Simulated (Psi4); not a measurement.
**CH5BN (SMILES B[N]C): USVWN5/def2-SVPD**

What is the vertical ionisation energy of CH5BN at USVWN5/def2-SVPD? 

The calculation is run with Psi4 1.11.

## Step 1: The structure to begin with

CH5BN: 8 atoms, total charge 0, spin state doublet. SMILES: `B[N]C`. The shape is that of a PBE0-D4/def2-TZVP optimisation.

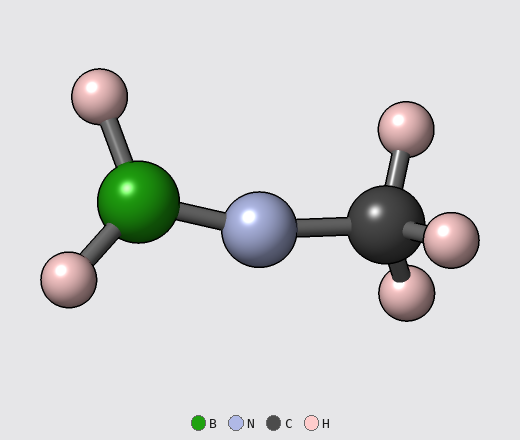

Viewed from a chosen angle; boron green, nitrogen light blue, carbon dark grey, hydrogen pink.

## Step 2: The energy at USVWN5/def2-SVPD

input.dat

```
memory 2.2 GB

molecule molecule1 {
  0 2
  B     -0.373900     1.096100    -0.965000
  N      0.058500     0.275600    -0.008700
  C      0.339600    -0.835900     0.776800
  H     -1.007800     0.632300    -1.885400
  H     -0.143000     2.276400    -0.921600
  H     -0.096400    -0.755000     1.778600
  H      1.416200    -1.018200     0.865300
  H     -0.101000    -1.728600     0.304400
  units angstrom
  symmetry c1
  no_reorient
  no_com
}

set basis def2-SVPD
set reference uks
set puream true
set e_convergence 1e-09
set d_convergence 1e-08
set scf_type pk
set dft_radial_points 99
set dft_spherical_points 590
set maxiter 100

e_tot, wfn = energy("scf", dft_functional={"name": "SVWN5", "x_functionals": {"LDA_X": {}}, "c_functionals": {"LDA_C_VWN": {}}}, return_wfn=True)
print_variables()
```

Command:

```bash
$ psi4 -n 1 input.dat output.dat
```

output.dat, cut to the lines that bear on the results:

```text
[...]
  Running in c1 symmetry.
[...]
  Nuclear repulsion =   63.858645311702894
[...]
  Multiplicity = 2
[...]
  Nalpha       = 12
  Nbeta        = 11
[...]
    Number of basis functions: 100
[...]
   @UKS iter   1:  -119.11417867849897   -1.75946e-01   7.77947e-03 ADIIS/DIIS
[...]
   @UKS iter  13:  -119.45623929190913   -2.95586e-12   6.10706e-09 DIIS
[...]
   @S^2 Observed:                7.540605475E-01
[...]
    Orbital Energies [Eh]
    ---------------------
    Alpha Occupied:
       1A    -13.890470     2A     -9.837118     3A     -6.410283
       4A     -0.807486     5A     -0.616788     6A     -0.472919
       7A     -0.423010     8A     -0.414185     9A     -0.369351
      10A     -0.327039    11A     -0.251945    12A     -0.202233
    Alpha Virtual:
      13A     -0.029304    14A     -0.000687    15A      0.039353
      16A      0.066075    17A      0.069399    18A      0.082214
      19A      0.095844    20A      0.104839    21A      0.109007
      22A      0.119419    23A      0.137405    24A      0.158088
      25A      0.169596    26A      0.181114    27A      0.213739
[...]
  @UKS Final Energy:  -119.45623929190913
   => Energetics <=
    Nuclear Repulsion Energy =             63.8586453117028938
    One-Electron Energy =                -287.2749849252839454
    Two-Electron Energy =                 120.9605201689821996
    DFT Exchange-Correlation Energy =     -17.0004198473102797
    Empirical Dispersion Energy =           0.0000000000000000
    VV10 Nonlocal Energy =                  0.0000000000000000
    Total Energy =                       -119.4562392919091280
  UHF NO Occupations:
  HONO-2 :   10  A 1.9995813
  HONO-1 :   11  A 1.9988955
[...]
 Multipole Moments:
 ------------------------------------------------------------------------------------
     Multipole            Electronic (a.u.)      Nuclear  (a.u.)        Total (a.u.)
 ------------------------------------------------------------------------------------
 L = 1.  Multiply by 2.5417464519 to convert [e a0] to [Debye]
 Dipole X            :         -1.0606964            1.2200072            0.1593108
 Dipole Y            :         -4.0527569            3.4037747           -0.6489822
 Dipole Z            :          0.6090467           -0.1583590            0.4506877
 Magnitude           :                                                    0.8060255
[...]
```

Wall time 24 s (1 thread of Intel Xeon Platinum 8375C at 2.90GHz (Ice Lake), shared host); peak memory 0.73 GiB.

## Step 3: The singlet cation: energy and gradient at SVWN5/def2-SVPD

ch5bn.xyz

```xyz
8
CH5BN
B     -0.373900     1.096100    -0.965000
N      0.058500     0.275600    -0.008700
C      0.339600    -0.835900     0.776800
H     -1.007800     0.632300    -1.885400
H     -0.143000     2.276400    -0.921600
H     -0.096400    -0.755000     1.778600
H      1.416200    -1.018200     0.865300
H     -0.101000    -1.728600     0.304400
```

calc.py

```python
import psi4

psi4.set_memory('2200 MB')
psi4.set_num_threads(1)
psi4.core.set_output_file('psi4.out', False)

with open('ch5bn.xyz') as f:
    atoms = ''.join(f.readlines()[2:])
molecule = psi4.geometry('1 1\n' + atoms + 'symmetry c1\nno_reorient\nno_com')

psi4.set_options({
    'basis': 'def2-SVPD',
    'puream': True,
    'e_convergence': 1e-09,
    'd_convergence': 1e-08,
    'scf_type': 'pk',
    'dft_radial_points': 99,
    'dft_spherical_points': 590,
})

E, wfn = psi4.gradient('scf', dft_functional={"name": "SVWN5", "x_functionals": {"LDA_X": {}}, "c_functionals": {"LDA_C_VWN": {}}}, return_wfn=True)
print('gradient / Eh bohr^-1')
print(E.np.round(6))
print(f'energy = {wfn.energy():.10f} Eh')
```

Command:

```bash
$ python calc.py
```

psi4.out, cut to the lines that bear on the results:

```text
[...]
  Running in c1 symmetry.
[...]
  Nuclear repulsion =   63.858645311702894
[...]
  Multiplicity = 1
[...]
  Nalpha       = 11
  Nbeta        = 11
[...]
    Number of basis functions: 100
[...]
   @RKS iter   1:  -118.95665164428601   -1.84192e-02   5.60387e-03 DIIS/ADIIS
[...]
   @RKS iter  12:  -119.12489760501762   -1.21076e-11   8.84166e-09 DIIS
[...]
  @RKS Final Energy:  -119.12489760501762
   => Energetics <=
    Nuclear Repulsion Energy =             63.8586453117028938
    One-Electron Energy =                -281.1775376130755149
    Two-Electron Energy =                 114.8414253890272221
    DFT Exchange-Correlation Energy =     -16.6474306926722377
    Empirical Dispersion Energy =           0.0000000000000000
    VV10 Nonlocal Energy =                  0.0000000000000000
    Total Energy =                       -119.1248976050176225
[...]
 Multipole Moments:
 ------------------------------------------------------------------------------------
     Multipole            Electronic (a.u.)      Nuclear  (a.u.)        Total (a.u.)
 ------------------------------------------------------------------------------------
 L = 1.  Multiply by 2.5417464519 to convert [e a0] to [Debye]
 Dipole X            :         -1.3144566            1.2200072           -0.0944494
 Dipole Y            :         -3.3761193            3.4037747            0.0276554
 Dipole Z            :         -0.0597578           -0.1583590           -0.2181169
 Magnitude           :                                                    0.2392916
[...]
  -Total Gradient:
     Atom            X                  Y                   Z
    ------   -----------------  -----------------  -----------------
       1       -0.030652098200     0.026714298353    -0.058713813381
       2        0.027352633661     0.023484445863     0.038815502953
       3       -0.011914357927    -0.058493116564    -0.002858382721
       4        0.007410750739     0.005031265159     0.010852573855
       5       -0.000298204896    -0.016407080336     0.004246823798
       6        0.012735618484     0.001551804568    -0.010445866208
       7       -0.014189124191     0.006198720327     0.005789627299
       8        0.009554997493     0.011918575152     0.012314232151
[...]
```

The script printed:

```text
gradient / Eh bohr^-1
[[-0.030652  0.026714 -0.058714]
 [ 0.027353  0.023484  0.038816]
 [-0.011914 -0.058493 -0.002858]
 [ 0.007411  0.005031  0.010853]
 [-0.000298 -0.016407  0.004247]
 [ 0.012736  0.001552 -0.010446]
 [-0.014189  0.006199  0.00579 ]
 [ 0.009555  0.011919  0.012314]]
energy = -119.1248976050 Eh
```

Run time: 19 s. Hardware: 1 thread of Intel Xeon Platinum 8375C at 2.90GHz (Ice Lake), shared host; peak memory 0.72 GiB.

## Step 4: Summary of results

Level: USVWN5/def2-SVPD.

```
                                          quantity          value
                       doublet CH5BN: total energy  -119.45624 Eh
                      doublet CH5BN: dipole moment         2.05 D
 doublet CH5BN: HOMO energy (highest over α and β)       -5.50 eV
  doublet CH5BN: LUMO energy (lowest over α and β)       -4.28 eV
                               doublet CH5BN: ⟨S²⟩          0.754
                      singlet cation: total energy  -119.12490 Eh
                       singlet cation: HOMO energy      -13.82 eV
                       singlet cation: LUMO energy      -12.55 eV
                     singlet cation: HOMO–LUMO gap        1.28 eV
          singlet cation: largest force on an atom     3.672 eV/Å
vertical ionisation energy (to the singlet cation)       9.016 eV
```

Removing an electron at fixed nuclei costs 9.02 eV (870 kJ/mol). Only the singlet of the ionised species was computed; a triplet could lie lower. With no_com the log's rotational constants are taken about the origin, not the centre of mass, so they aren't the molecule's.
